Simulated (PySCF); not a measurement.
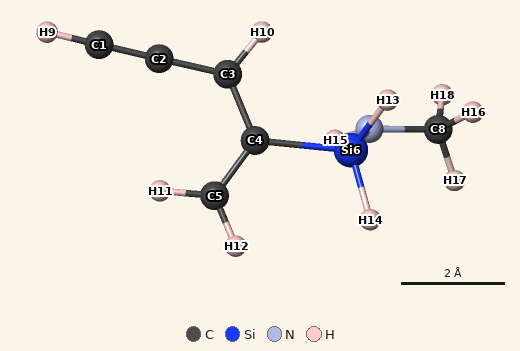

**Figure 1.** The input geometry (ball-and-stick view, seen at a tilt; atoms are numbered from 1 in the order of the input). Bond lengths as drawn: C–C 1.21 to 1.41 Å, C–H 1.05 to 1.10 Å, C–N 1.44 Å, C–Si 1.89 Å, H–N 1.01 Å, H–Si 1.47 Å and N–Si 1.72 Å.

## EPR calculation, with input and output: C6H10NSi

- system: C6H10NSi, multiplicity 2
- method: UKS B3LYP, pcH-1 on C H N Si, non-relativistic, mean-field spin-orbit, GIAO (PySCF 2.14.0)

It belongs to a series of runs on one base structure; here: H removed from sp3 C.

### The input
```
{"job": {"kind": "epr", "basis": "pcH-1"}, "charge": 0, "multiplicity": 2}
C     -3.717881     1.923633    -0.045985
C     -2.635894     1.398822     0.097195
C     -1.400459     0.806110     0.264703
C     -0.986527    -0.370568    -0.386528
C     -1.797387    -1.020558    -1.264365
Si     0.735079    -1.036897     0.021740
N      1.833067     0.140724    -0.582329
C      3.263894     0.003326    -0.456740
H     -4.653460     2.382650    -0.165381
H     -0.718132     1.291115     0.948950
H     -2.783672    -0.654233    -1.502106
H     -1.483116    -1.926299    -1.752113
H      0.967822    -1.088723     1.470987
H      0.860963    -2.394475    -0.536709
H      1.581024     0.648788    -1.417485
H      3.485870    -0.463790     0.500074
H      3.698895    -0.617784    -1.248066
H      3.741157     0.984476    -0.487019
```

The first line tells a small driver script what to run in PySCF; the rest is the geometry in Å.

Launch command:
```bash
OMP_NUM_THREADS=1 python <driver script> task.json out
```

### What the program printed
```
UKS, coarse grid
  cycle   1  E = -578.75747025  |g| = 4.04e-01
  cycle   2  E = -578.71569006  |g| = 5.09e-01
  cycle   3  E = -578.83155590  |g| = 8.86e-02
  cycle   4  E = -578.83445665  |g| = 4.01e-02
  cycle   5  E = -578.83506958  |g| = 2.38e-02
  cycle   6  E = -578.83538447  |g| = 7.03e-03
  cycle   7  E = -578.83543919  |g| = 2.90e-03
  cycle   8  E = -578.83545381  |g| = 1.59e-03
  cycle   9  E = -578.83545601  |g| = 5.71e-04
UKS, final grid
  cycle   1  E = -578.83540124  |g| = 8.20e-04
  cycle   2  E = -578.83540053  |g| = 1.44e-03
  cycle   3  E = -578.83540170  |g| = 2.23e-04
  cycle   4  E = -578.83540173  |g| = 1.07e-04
  cycle   5  E = -578.83540175  |g| = 7.25e-05
  cycle   6  E = -578.83540176  |g| = 2.14e-05
E = -578.83540176 Eh   <S^2> = 0.7827 (exact 0.7500)
g shifts (ppm)      1          2          3
  rmc          -140       -140       -140
  gc              0         31         30
  oz_so          30        637        681
  total        -110        527        571
hyperfine (MHz)  atom isotope    a_iso     a_fc   dipolar eigenvalues
    0   13C      28.81      28.85    -29.09    -21.49     50.57
    1   13C     -47.76     -47.78    -16.30      0.09     16.21
    2   13C      53.94      54.01    -49.43    -47.28     96.71
    3   13C     -41.30     -41.32    -25.14     10.22     14.92
    4   13C      42.72      42.77    -40.36    -38.57     78.93
    5  29Si      -6.32      -6.33     -1.36      0.47      0.89
    6   14N      -1.52      -1.52     -0.31     -0.12      0.43
    7   13C      -0.38      -0.38     -0.09     -0.03      0.11
    8    1H     -27.33     -27.33    -12.93     -1.32     14.25
    9    1H     -42.13     -42.14    -22.96     -0.76     23.72
   10    1H     -31.88     -31.88    -16.23     -1.71     17.93
   11    1H     -33.14     -33.15    -19.77     -0.38     20.14
   12    1H      -4.36      -4.36     -1.22     -0.83      2.06
   13    1H       0.87       0.87     -1.09     -0.96      2.05
   14    1H      -0.07      -0.07     -1.32     -0.53      1.85
   15    1H       0.09       0.09     -0.43     -0.30      0.73
   16    1H       0.65       0.65     -0.33     -0.30      0.63
   17    1H       0.17       0.17     -0.40     -0.31      0.72
```

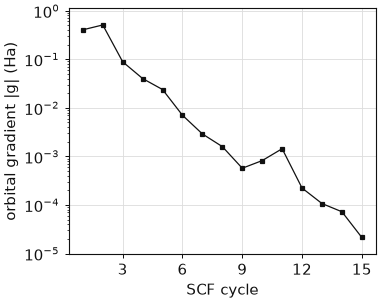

**Figure 2.** Convergence of the self-consistent field: orbital gradient |g| against the SCF cycle. All cycles printed in the log are drawn one after another.

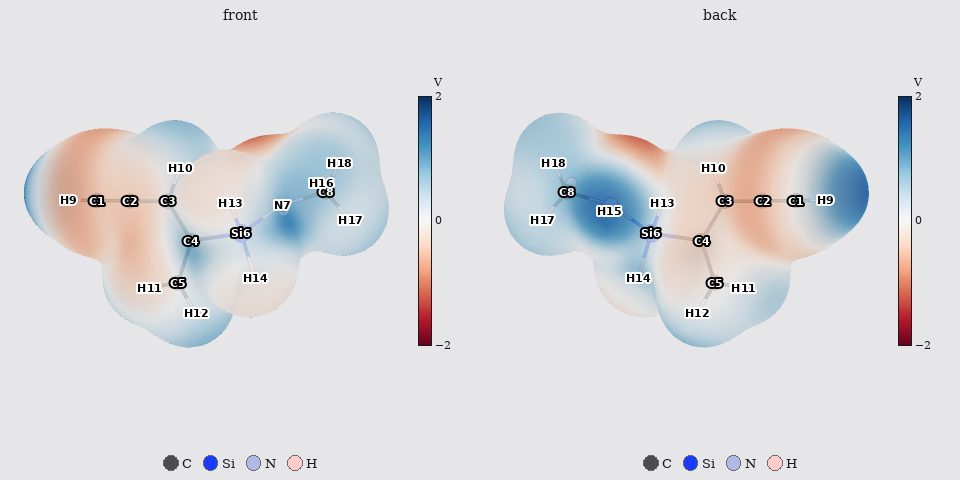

**Figure 3.** The electrostatic potential painted on the density surface at 0.002 e/bohr³, seen at a tilt and from behind; red is negative and blue positive.

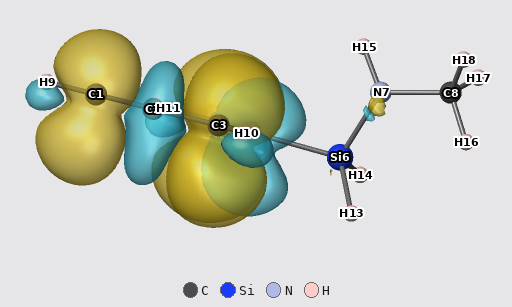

**Figure 4.** Isosurfaces of the spin density (α minus β) at +0.006 (yellow) and −0.006 e/Å³ (cyan), seen from the side. The unpaired spin (1 electron) lies mostly on C3 (about 0.4), C5 (about 0.3) and C1 (about 0.2), in electrons by Hirshfeld's partition.

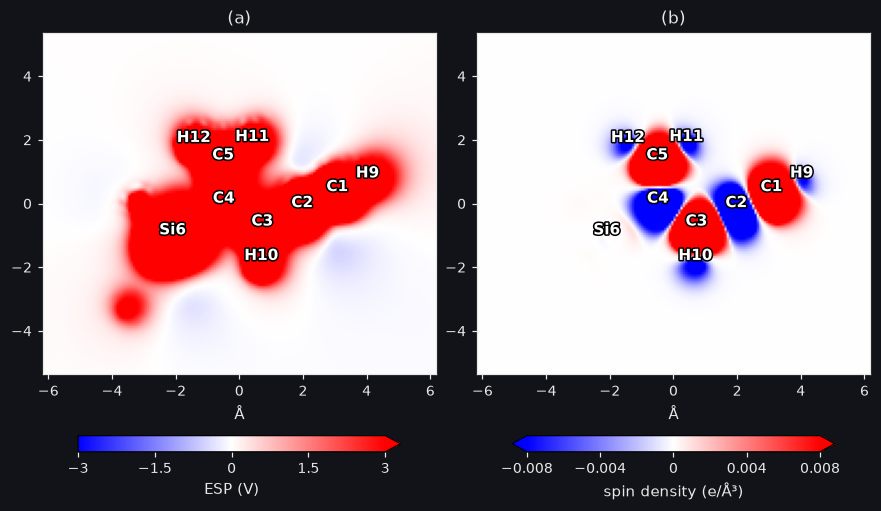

**Figure 5.** (a) electrostatic potential; (b) spin density (α minus β) on the plane of atoms C4, C3 and H10. The unpaired spin (1 electron) lies mostly on C3 (about 0.4), C5 (about 0.3) and C1 (about 0.2), in electrons by Hirshfeld's partition.

### Key numbers

```csv
quantity,value
outcome,converged
total energy,−578.835402 hartree
⟨S²⟩,0.783
isotropic g,2.0026
hardware,"1 CPU thread, shared host"
wall time,2.2 min
peak memory,1.1 GiB
```
